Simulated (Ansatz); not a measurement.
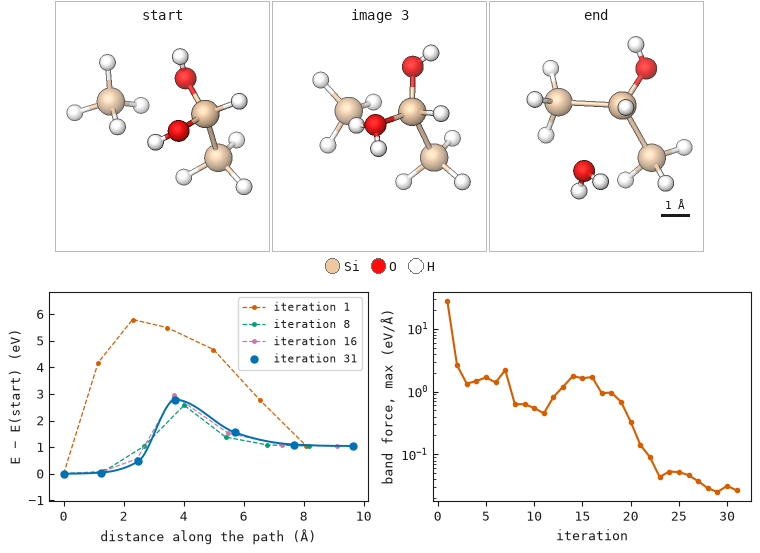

NEB run on Si$_{3}$H$_{10}$O$_{2}$, made up at the start of Si$_{2}$H$_{6}$O$_{2}$ and SiH₄. Images are numbered from 0 (start) to 6 (end). The plot follows the band through its iterations. Style: ball-and-stick. Shown from a free direction.

Theory: RKS r2SCANh-D4/6-31G* in Ansatz 0.2.0. Run with 5 movable images; climbing image; force threshold 0.03 eV/Å; iteration limit 60; starting path through a guess of the saddle point.

Did the band converge, and can the barrier be trusted?

Answer. The run is converged, with reservations. The band converged in 31 iterations. The largest component of the band force went from 27 to 0.027 eV/Å. The climbing image converged on the top of the path. Its vibrational analysis gives 2 imaginary modes over 30i cm⁻¹, so it isn't confirmed as a transition state. The first iteration put the highest image at 5.80 eV. The energy climbs by 2.78 eV to image 3 and then falls by 1.74 eV, so the end point sits at +1.04 eV.

Limits of the set-up: the start holds two separate molecules, 2.4 Å apart at their closest, whose relative position is a soft coordinate.

The run took 4.4 min on 4 threads of Intel(R) Xeon(R) 6975P-C (Granite Rapids), with other jobs on the host, peak memory 0.34 GiB.
